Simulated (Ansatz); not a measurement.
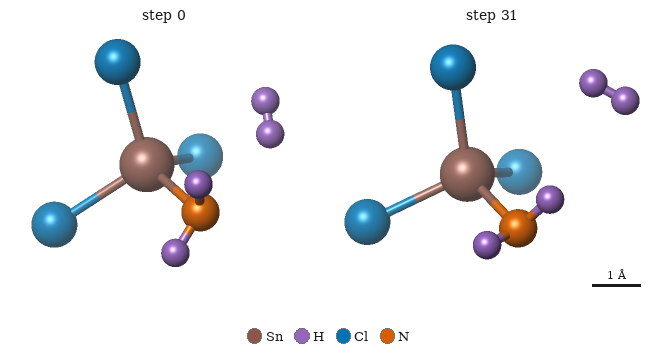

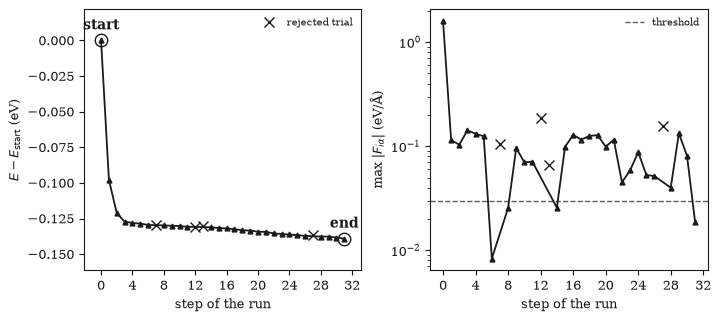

First and last geometry of a relaxation of SnNH4Cl3, with the history of the run. A ball-and-stick model, seen from a free direction.

The run prepares an end point of a later path (reaction) calculation, from a guessed geometry.

Level of theory: RKS PBE/def2-SVP in Ansatz 0.2.0. (no spin polarisation; force threshold 0.03 eV/Å; at most 50 steps)

Question: What do the curves and the structures tell?

Answer: It converged. Over 27 accepted moves (31 points after the start) the energy falls by 0.139 eV. Largest force component: 1.6 eV/Å at the start, 0.019 eV/Å at the end. The line search rejected the trial steps at points 7, 12, 13, 27 of the run. The forces were under the threshold at step 6, but the run went on from there. An H atom moves most after the best rigid fit: 0.98 Å. By element the largest moves are H 0.98 Å, N 0.46 Å, Cl 0.40 Å, Sn 0.28 Å. Among the contacts that change: H–H 0.721 → 0.770 Å, N–Sn 2.089 → 2.049 Å, Cl–Sn 2.360 → 2.371 Å, Cl–Sn 2.364 → 2.353 Å. Bond angles that change, for instance: Sn–N–H 105.9° → 108.8°, Cl–Sn–Cl 106.4° → 109.2°, Cl–Sn–N 112.3° → 109.8°. Groups turn about N–Sn by about 40°. Cost: 96 s on 2 threads of Arm Neoverse V1, with other jobs on the host, peak memory 0.17 GiB.

Limits of the set-up: the start holds two separate molecules, 2.3 Å apart at their closest, whose relative position is a soft coordinate and is computed without a dispersion correction.
